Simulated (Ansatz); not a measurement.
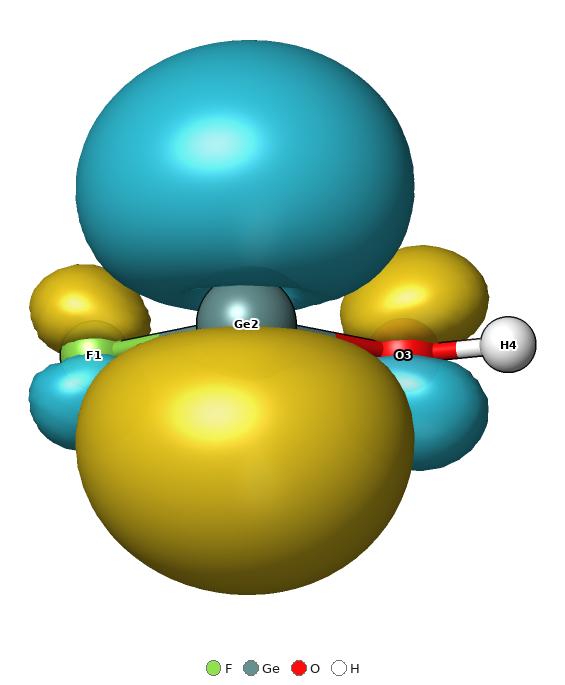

Figure. FGeHO. The LUMO at ±0.1 Å⁻³ᐟ² (yellow and cyan are the two phases), seen from one side.

Geometry: r2SCAN-D4/def2-SVP.

The calculation used Ansatz, isolated molecule in a Gaussian basis; Kohn-Sham density functional theory, functional PBE0.

| atom | x (Å) | y (Å) | z (Å) |
| --- | --- | --- | --- |
| F | -0.2711 | -0.8886 | 0.3750 |
| Ge | -1.3976 | -1.7293 | 1.4205 |
| O | -2.4847 | -2.2267 | 0.0971 |
| H | -3.2455 | -2.7410 | 0.4046 |

Q: Describe this orbital and give its energy.

A: It lies mainly on Ge2 (about 85 %) and O3 (about 10 %); it changes sign across the molecular plane (π type). Its energy is −2.15 eV.
